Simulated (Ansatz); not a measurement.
**BH₂ (doublet): correlated methods under varied settings at distance B1–H2 = 2.152 Å**

What do other methods and options give for BH₂ (doublet) at this geometry, and how long do they take?

Method: the settings change from run to run; program: Ansatz 0.2.0, Gaussian basis.

15 further runs of the same task are left out: 11 that didn't finish, 4 set aside as unsound or not needed.

### Step 1. What is computed

The geometry derives from a PBE0/def2-TZVP stationary point (not a proven minimum). One bond is set to the value named and the two fragments are kept rigid.

3 atoms, charge 0, spin multiplicity 2.

Atoms are counted from 1 here; the program's logs count them from 0.

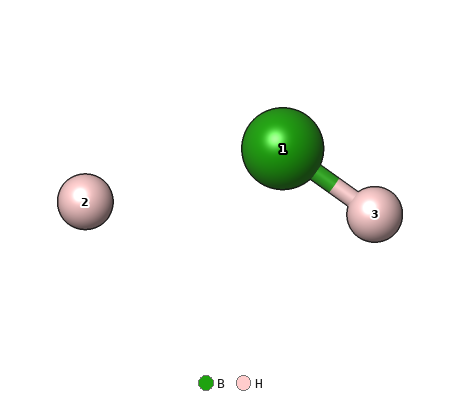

The structure; boron green, hydrogen pink; atoms are numbered from 1 in the order of the file.

### Step 2. HF/aug-cc-pVDZ

in.yaml

```yaml
crystal:
  periodic: [false, false, false]
  atoms:
    - {symbol: B, position_ang: [0.000000, -0.112268, 0.068255]}
    - {symbol: H, position_ang: [0.000000, 0.807367, -1.877350]}
    - {symbol: H, position_ang: [0.000000, 0.396805, 1.145263]}
basis:
  gaussian: {orbitals: aug-cc-pVDZ, fitting: {mean_field: def2-universal-jkfit}}
magnetization: {spin_polarized: true, initial_magnetization: 1}
hamiltonian: {xc: hf}
scf: {lower_state_search: light}
output: {orbitals: {seedname: orbitals}}
```

The run is started by

```
$ ansatz run in.yaml --threads 1 --pin off --events-out ev --progress --plain --max-ram 2393MiB
```

What it wrote:

```text
Functional definition: HF
  name "HF"
  cite "Fock, Z. Phys. 61, 126 (1930) doi:10.1007/BF01340294"
  parent pbe
  exchange = exact_x
  correlation = 0
111 factors; integrals over basis functions are off by at most 5.9e-1 eV
mean field evaluation 1: about -696.3363 eV, gradient 7.6e0 eV
mean field evaluation 2: about -697.2554 eV, gradient 3.6e0 eV
mean field evaluation 4: about -697.7117 eV, gradient 1.5e0 eV
mean field evaluation 8: about -697.8855 eV, gradient 5.0e-3 eV
mean field evaluation 16: about -697.7993 eV, gradient 5.3e-1 eV
mean field evaluation 32: about -692.6080 eV, gradient 1.1e1 eV
mean field -697.88552957 eV, -25.6468201679 hartree, gradient 1.9e-5 eV, S^2 1.092482; 1 other end points of the search recorded, 0 dependent functions left out
reference -697.88552957 eV, -25.6468201679 hartree; 4, 3 occupied and 37, 38 virtual orbitals, 111 factors
Total energy: -697.88552957 eV, -25.6468201679 hartree
```

Run time: 0.12 s. Hardware: 1 thread of Arm Neoverse V2, shared host.

From the report: ⟨S²⟩ of the determinant 1.092 (pure doublet: 0.75).

### Step 3. NEVPT2(1,10)/aug-cc-pVDZ

in.yaml

```yaml
crystal:
  periodic: [false, false, false]
  atoms:
    - {symbol: B, position_ang: [0.000000, -0.112268, 0.068255]}
    - {symbol: H, position_ang: [0.000000, 0.807367, -1.877350]}
    - {symbol: H, position_ang: [0.000000, 0.396805, 1.145263]}
basis:
  gaussian: {orbitals: aug-cc-pVDZ}
magnetization: {spin_polarized: false, initial_magnetization: 1}
correlation: {method: sc_nevpt2, electrons: valence, active_space: {window: {electrons: 1, orbitals: 10}}}
accuracy: high
```

Same command.

What it wrote (excerpt; [...] marks lines left out):

```text
Functional definition: HF
  name "HF"
  cite "Fock, Z. Phys. 61, 126 (1930) doi:10.1007/BF01340294"
  parent pbe
[...]
754 factors; integrals over basis functions are off by at most 2.7e-9 eV
[...]
mean field -697.32234573 eV, -25.6261235433 hartree, gradient 2.5e-8 eV, S^2 0.750000; 5 other end points of the search recorded, 0 dependent functions left out
reference -697.32234573 eV, -25.6261235433 hartree; 4, 3 occupied and 37, 38 virtual orbitals, 754 factors
state -697.32234573 eV, -25.6261235433 hartree
state -697.32234573 eV, -25.6261235433 hartree; corrected -699.39849958 eV, -25.7024207903 hartree
WARN: 9 active orbitals are nearly empty or full. The corrections depend on them more than the energy does, and are more stable in an active space without them
Total energy: -699.39849958 eV, -25.7024207903 hartree
```

Wall time 1 s (1 thread of Arm Neoverse V2, shared host).

From the report: 7 determinants; active occupations 1.00, 0.00, 0.00, 0.00, 0.00, 0.00, 0.00, 0.00, 0.00, 0.00. The report marks this result as in doubt.

### Step 4. CCSDT(Q) on ROHF/cc-pVDZ

in.yaml

```yaml
crystal:
  periodic: [false, false, false]
  atoms:
    - {symbol: B, position_ang: [0.000000, -0.112268, 0.068255]}
    - {symbol: H, position_ang: [0.000000, 0.807367, -1.877350]}
    - {symbol: H, position_ang: [0.000000, 0.396805, 1.145263]}
basis:
  gaussian: {orbitals: cc-pVDZ}
magnetization: {spin_polarized: false, initial_magnetization: 1}
correlation: {method: ccsdt_q, electrons: outside_noble_gas}
output: {forces: true}
```

Same command.

What it wrote (excerpt; [...] marks lines left out):

```text
Functional definition: HF
  name "HF"
  cite "Fock, Z. Phys. 61, 126 (1930) doi:10.1007/BF01340294"
  parent pbe
[...]
405 factors; integrals over basis functions are off by at most 2.2e-7 eV
[...]
mean field -697.27515952 eV, -25.6243894825 hartree, gradient 4.4e-6 eV, S^2 0.750000; 4 other end points of the search recorded, 0 dependent functions left out
[...]
determinant -697.27515952 eV, -25.6243894825 hartree, with singles and doubles -700.21090532 eV, -25.7322761503 hartree
determinant -695.55264409 eV, -25.5610882078 hartree, with singles and doubles -699.06552519 eV, -25.6901842071 hartree
determinant -693.81018028 eV, -25.4970538439 hartree, with singles and doubles -697.82544918 eV, -25.6446122543 hartree
1 core orbitals not correlated: weight in the atoms' cores, before any rotation towards them, 1.000 or more for the frozen orbitals, at most 0.000 for the correlated occupied ones
reference -697.27515952 eV, -25.6243894825 hartree; 3, 2 occupied and 20, 21 virtual orbitals, 405 factors
second order -2.01700042 eV of doubles, -0.03820142 eV of singles
cycle   1  -2.54676286 eV  change   -4.9e-1 eV  update   8.5e-2
[...]
cycle  21  -3.07169248 eV  change    1.4e-7 eV  update   2.7e-7
perturbative correction -0.00228012 eV, -0.0000837928 hartree
[...]
Total energy: -700.34913212 eV, -25.7373558919 hartree
Atom 0 at     0.000000    -0.112268     0.068255 Å, force    -0.000000     0.278249    -2.755348 eV/Å
Atom 1 at     0.000000     0.807367    -1.877350 Å, force    -0.000000    -0.856820     2.161634 eV/Å
Atom 2 at     0.000000     0.396805     1.145263 Å, force     0.000000     0.578571     0.593714 eV/Å
Dipole moment:     0.000000     0.026180     0.258635 e Å
```

Wall time 7.5 s (1 thread of Arm Neoverse V2, shared host).

From the report: correlation -3.0740 eV; T1 0.054; largest double amplitude 0.21.

### Step 5. CCSD(T) on ROHF/aug-cc-pVDZ

in.yaml, as its differences from that of step 4:

```diff
@@ -7,5 +7,5 @@
 basis:
-  gaussian: {orbitals: cc-pVDZ}
+  gaussian: {orbitals: aug-cc-pVDZ}
 magnetization: {spin_polarized: false, initial_magnetization: 1}
-correlation: {method: ccsdt_q, electrons: outside_noble_gas}
+correlation: {method: ccsd_t, electrons: valence}
 output: {forces: true}
```

Same command.

What it wrote (excerpt; [...] marks lines left out):

```text
Functional definition: HF
  name "HF"
  cite "Fock, Z. Phys. 61, 126 (1930) doi:10.1007/BF01340294"
  parent pbe
[...]
398 factors; integrals over basis functions are off by at most 8.8e-4 eV
[...]
mean field -697.32234622 eV, -25.6261235616 hartree, gradient 5.1e-6 eV, S^2 0.750000; 6 other end points of the search recorded, 0 dependent functions left out
[...]
determinant -697.32234622 eV, -25.6261235616 hartree, with singles and doubles -700.35672909 eV, -25.7376350754 hartree
determinant -695.59364635 eV, -25.5625950130 hartree, with singles and doubles -699.20444261 eV, -25.6952893283 hartree
determinant -693.85779421 eV, -25.4988036234 hartree, with singles and doubles -697.93776671 eV, -25.6487398475 hartree
1 core orbitals not correlated: weight in the atoms' cores, before any rotation towards them, 1.000 or more for the frozen orbitals, at most 0.000 for the correlated occupied ones
reference -697.32234622 eV, -25.6261235616 hartree; 3, 2 occupied and 37, 38 virtual orbitals, 398 factors
second order -2.10123883 eV of doubles, -0.03921964 eV of singles
cycle   1  -3.00036928 eV  change   -9.8e-2 eV  update   2.4e-2
[...]
cycle  15  -3.02637852 eV  change    7.2e-7 eV  update   7.0e-7
perturbative correction -0.10048739 eV, -0.0036928433 hartree
[...]
Total energy: -700.44921212 eV, -25.7410337640 hartree
Atom 0 at     0.000000    -0.112268     0.068255 Å, force    -0.000000     0.322834    -2.682098 eV/Å
Atom 1 at     0.000000     0.807367    -1.877350 Å, force     0.000000    -0.862869     2.180044 eV/Å
Atom 2 at     0.000000     0.396805     1.145263 Å, force     0.000000     0.540035     0.502054 eV/Å
Dipole moment:    -0.000000     0.010120     0.287511 e Å
```

Run time: 1.8 s. Hardware: 1 thread of Arm Neoverse V2, shared host.

From the report: correlation -3.1269 eV; T1 0.051; largest double amplitude 0.08.

### Step 6. CCSDT/aug-cc-pVDZ

in.yaml, as its differences from that of step 5:

```diff
@@ -8,4 +8,6 @@
   gaussian: {orbitals: aug-cc-pVDZ}
-magnetization: {spin_polarized: false, initial_magnetization: 1}
-correlation: {method: ccsd_t, electrons: valence}
+magnetization: {spin_polarized: true, initial_magnetization: 1}
+hamiltonian: {xc: {name: PBE0}}
+correlation: {method: ccsdt, electrons: outside_noble_gas}
+scf: {lower_state_search: off}
 output: {forces: true}
```

Launched as before.

What it wrote (excerpt; [...] marks lines left out):

```text
Functional definition: PBE0
  name "PBE0"
  cite "Adamo & Barone, J. Chem. Phys. 110, 6158 (1999) doi:10.1063/1.478522"
  cite "Perdew, Burke & Ernzerhof, Phys. Rev. Lett. 77, 3865 (1996) doi:10.1103/PhysRevLett.77.3865"
  parent pbe
[...]
669 factors; integrals over basis functions are off by at most 2.3e-7 eV
[...]
mean field -701.44802481 eV, -25.7777394531 hartree, gradient 9.3e-6 eV, S^2 0.837074; 0 other end points of the search recorded, 0 dependent functions left out
1 core orbitals not correlated: weight in the atoms' cores, before any rotation towards them, 1.000 or more for the frozen orbitals, at most 0.000 for the correlated occupied ones
reference -697.52360689 eV, -25.6335197546 hartree; 3, 2 occupied and 37, 38 virtual orbitals, 669 factors
second order -1.97520780 eV of doubles, -0.12271544 eV of singles
cycle   1  -2.51115466 eV  change   -4.1e-1 eV  update   6.7e-2
[...]
cycle  22  -2.95073070 eV  change   -1.5e-7 eV  update   1.9e-7
[...]
Total energy: -700.47433759 eV, -25.7419571079 hartree
Atom 0 at     0.000000    -0.112268     0.068255 Å, force     0.000000     0.300122    -2.670836 eV/Å
Atom 1 at     0.000000     0.807367    -1.877350 Å, force     0.000000    -0.847929     2.143596 eV/Å
Atom 2 at     0.000000     0.396805     1.145263 Å, force    -0.000000     0.547807     0.527240 eV/Å
Dipole moment:     0.000000     0.010320     0.283655 e Å
Checks for a lower state left out: starts, cluster_reference, orbital_swaps, neighbouring_geometries, increment
```

Wall time 25 s (1 thread of Arm Neoverse V2, shared host); peak memory 0.35 GiB.

From the report: ⟨S²⟩ of the determinant 0.837 (pure doublet: 0.75); correlation -2.9507 eV; T1 0.029; largest double amplitude 0.07. The orbitals are Kohn-Sham ones, so correlation energy and T1 don't compare with those on Hartree-Fock orbitals.

### Step 7. MP2 on UHF/aug-cc-pVDZ

in.yaml, as its differences from that of step 6:

```diff
@@ -9,5 +9,2 @@
 magnetization: {spin_polarized: true, initial_magnetization: 1}
-hamiltonian: {xc: {name: PBE0}}
-correlation: {method: ccsdt, electrons: outside_noble_gas}
-scf: {lower_state_search: off}
-output: {forces: true}
+correlation: {method: mp2, electrons: valence}
```

Launched as before.

What it wrote:

```text
Functional definition: HF
  name "HF"
  cite "Fock, Z. Phys. 61, 126 (1930) doi:10.1007/BF01340294"
  parent pbe
  exchange = exact_x
  correlation = 0
398 factors; integrals over basis functions are off by at most 8.8e-4 eV
mean field evaluation 1: about -696.3372 eV, gradient 7.6e0 eV
mean field evaluation 2: about -696.3367 eV, gradient 7.6e0 eV
mean field evaluation 4: about -697.5301 eV, gradient 2.2e0 eV
mean field evaluation 8: about -697.8837 eV, gradient 1.8e-1 eV
mean field evaluation 16: about -697.4103 eV, gradient 2.1e0 eV
mean field evaluation 32: about -696.2114 eV, gradient 1.3e-6 eV
mean field -697.88516662 eV, -25.6468068299 hartree, gradient 7.2e-6 eV, S^2 1.092570; 7 other end points of the search recorded, 0 dependent functions left out
1 core orbitals not correlated: weight in the atoms' cores, before any rotation towards them, 1.000 or more for the frozen orbitals, at most 0.000 for the correlated occupied ones
reference -697.88516662 eV, -25.6468068299 hartree; 3, 2 occupied and 37, 38 virtual orbitals, 398 factors
second order -1.55202664 eV of doubles, -0.00000000 eV of singles
Total energy: -699.43719326 eV, -25.7038427569 hartree
```

It took 0.24 s on 1 thread of Arm Neoverse V2, shared host.

From the report: ⟨S²⟩ of the determinant 1.093 (pure doublet: 0.75).

### Step 8. MP2 on ROHF/STO-3G

in.yaml

```yaml
crystal:
  periodic: [false, false, false]
  atoms:
    - {symbol: B, position_ang: [0.000000, -0.112268, 0.068255]}
    - {symbol: H, position_ang: [0.000000, 0.807367, -1.877350]}
    - {symbol: H, position_ang: [0.000000, 0.396805, 1.145263]}
basis:
  gaussian: {orbitals: STO-3G}
magnetization: {spin_polarized: false, initial_magnetization: 1}
correlation: {method: mp2, electrons: outside_noble_gas}
scf: {lower_state_search: light}
```

Launched as before.

What it wrote (excerpt; [...] marks lines left out):

```text
Functional definition: HF
  name "HF"
  cite "Fock, Z. Phys. 61, 126 (1930) doi:10.1007/BF01340294"
  parent pbe
[...]
85 factors; integrals over basis functions are off by at most 6.3e-6 eV
[...]
mean field -686.18989615 eV, -25.2170135675 hartree, gradient 1.8e-6 eV, S^2 0.750000; 2 other end points of the search recorded, 0 dependent functions left out
[...]
1 core orbitals not correlated: weight in the atoms' cores, before any rotation towards them, 1.000 or more for the frozen orbitals, at most 0.000 for the correlated occupied ones
reference -686.18989615 eV, -25.2170135675 hartree; 3, 2 occupied and 3, 4 virtual orbitals, 85 factors
second order -0.78016021 eV of doubles, -0.03220258 eV of singles
Total energy: -687.00225894 eV, -25.2468673493 hartree
```

It took 0.09 s on 1 thread of Arm Neoverse V2, shared host.

### Step 9. BCCD(T) on ROHF/pcseg-2

in.yaml, as its differences from that of step 8:

```diff
@@ -7,5 +7,5 @@
 basis:
-  gaussian: {orbitals: STO-3G}
+  gaussian: {orbitals: pcseg-2}
 magnetization: {spin_polarized: false, initial_magnetization: 1}
-correlation: {method: mp2, electrons: outside_noble_gas}
-scf: {lower_state_search: light}
+correlation: {method: bccd_t, electrons: valence}
+output: {forces: true}
```

Same command.

What it wrote (excerpt; [...] marks lines left out):

```text
Functional definition: HF
  name "HF"
  cite "Fock, Z. Phys. 61, 126 (1930) doi:10.1007/BF01340294"
  parent pbe
[...]
326 factors; integrals over basis functions are off by at most 1.2e-3 eV
[...]
mean field -697.39707964 eV, -25.6288699642 hartree, gradient 2.2e-6 eV, S^2 0.750000; 4 other end points of the search recorded, 0 dependent functions left out
[...]
determinant -697.39707964 eV, -25.6288699642 hartree, with singles and doubles -700.66238143 eV, -25.7488675916 hartree
determinant -695.66779049 eV, -25.5653197601 hartree, with singles and doubles -699.52064530 eV, -25.7069095627 hartree
determinant -693.99230956 eV, -25.5037469714 hartree, with singles and doubles -698.28467500 eV, -25.6614884918 hartree
1 core orbitals not correlated: weight in the atoms' cores, before any rotation towards them, 1.000 or more for the frozen orbitals, at most 0.000 for the correlated occupied ones
reference -697.39707964 eV, -25.6288699642 hartree; 3, 2 occupied and 54, 55 virtual orbitals, 326 factors
second order -2.34226797 eV of doubles, -0.03968667 eV of singles
cycle   1  -3.18222826 eV  change   -1.7e-1 eV  update   3.0e-2
[...]
cycle  18  -3.21041163 eV  change   -3.4e-7 eV  update   3.9e-7
perturbative correction -0.10730314 eV, -0.0039433175 hartree
[...]
Total energy: -700.71479441 eV, -25.7507937331 hartree
Atom 0 at     0.000000    -0.112268     0.068255 Å, force    -0.000000     0.545466    -2.311659 eV/Å
Atom 1 at     0.000000     0.807367    -1.877350 Å, force    -0.000000    -0.887280     2.235054 eV/Å
Atom 2 at     0.000000     0.396805     1.145263 Å, force     0.000000     0.341814     0.076604 eV/Å
Dipole moment:    -0.000000     0.014371     0.284032 e Å
```

It took 3.8 s on 1 thread of Arm Neoverse V2, shared host; peak memory 0.27 GiB.

From the report: correlation -3.3177 eV; largest double amplitude 0.12.

### Step 10. CCSDT(Q) on UHF/6-31++G**

in.yaml

```yaml
crystal:
  periodic: [false, false, false]
  atoms:
    - {symbol: B, position_ang: [0.000000, -0.112268, 0.068255]}
    - {symbol: H, position_ang: [0.000000, 0.807367, -1.877350]}
    - {symbol: H, position_ang: [0.000000, 0.396805, 1.145263]}
basis:
  gaussian: {orbitals: "6-31++G**"}
magnetization: {spin_polarized: true, initial_magnetization: 1}
correlation: {method: ccsdt_q, electrons: all}
scf: {omitted_lower_state_checks: [cluster_reference]}
output: {forces: true}
```

Launched as before.

What it wrote (excerpt; [...] marks lines left out):

```text
Functional definition: HF
  name "HF"
  cite "Fock, Z. Phys. 61, 126 (1930) doi:10.1007/BF01340294"
  parent pbe
[...]
496 factors; integrals over basis functions are off by at most 2.1e-7 eV
[...]
mean field -697.80121044 eV, -25.6437214971 hartree, gradient 2.2e-6 eV, S^2 1.087501; 5 other end points of the search recorded, 0 dependent functions left out
reference -697.80121044 eV, -25.6437214971 hartree; 4, 3 occupied and 27, 28 virtual orbitals, 496 factors
second order -1.59277775 eV of doubles, -0.00000000 eV of singles
cycle   1  -1.94108085 eV  change   -3.5e-1 eV  update   6.3e-2
[...]
cycle  24  -2.54178213 eV  change    2.5e-7 eV  update   1.0e-7
perturbative correction -0.00235529 eV, -0.0000865553 hartree
[...]
Total energy: -700.34534786 eV, -25.7372168227 hartree
Atom 0 at     0.000000    -0.112268     0.068255 Å, force    -0.000000     0.496475    -2.150464 eV/Å
Atom 1 at     0.000000     0.807367    -1.877350 Å, force     0.000000    -0.822268     2.084821 eV/Å
Atom 2 at     0.000000     0.396805     1.145263 Å, force     0.000000     0.325793     0.065643 eV/Å
Dipole moment:     0.000000     0.012617     0.273134 e Å
Checks for a lower state left out: cluster_reference
```

Wall time 31 s (1 thread of Arm Neoverse V2, shared host); peak memory 0.5 GiB.

From the report: ⟨S²⟩ of the determinant 1.088 (pure doublet: 0.75); correlation -2.5441 eV; T1 0.075; largest double amplitude 0.13.

### Step 11. All runs side by side

Where basis and cores are those of an earlier FCI/aug-cc-pVDZ run (-700.4896 eV), and the state is the same kind, the miss against it is given. † marks a result that the program doubts.

```tsv
level	correlated	functions	energy (eV)	from FCI (meV)	time
HF/aug-cc-pVDZ		41	-697.8855	2604.0	0.12 s
NEVPT2(1,10)/aug-cc-pVDZ †	valence	41	-699.3985		1 s
CCSDT(Q) on ROHF/cc-pVDZ	outside noble gas	24	-700.3491		7.5 s
CCSD(T) on ROHF/aug-cc-pVDZ	valence	41	-700.4492	40.3	1.8 s
CCSDT/aug-cc-pVDZ (on PBE0 orbitals)	outside noble gas	41	-700.4743	15.2	25 s
MP2 on UHF/aug-cc-pVDZ	valence	41	-699.4372	1052.4	0.24 s
MP2 on ROHF/STO-3G	outside noble gas	7	-687.0023		0.09 s
BCCD(T) on ROHF/pcseg-2	valence	58	-700.7148		3.8 s
CCSDT(Q) on UHF/6-31++G**	all	31	-700.3453		31 s
```

### Step 12. Outcome

| quantity | value |
| --- | --- |
| runs | 9 |
| quickest | MP2 on ROHF/STO-3G, 0.09 s |
| slowest | CCSDT(Q) on UHF/6-31++G**, 31 s |

**Reading.** Total energies in different bases, with other cores or another treatment of relativity can't be set against each other. CCSDT(Q) on UHF/6-31++G** took 339 times as long as MP2 on ROHF/STO-3G; the jobs differ in more than the method. Among the correlated runs with a miss given, it spans +15 to +1052 meV. Hartree-Fock, CASSCF and CASCI lack dynamic correlation by design. Cores frozen from Kohn-Sham orbitals shift the total energy.
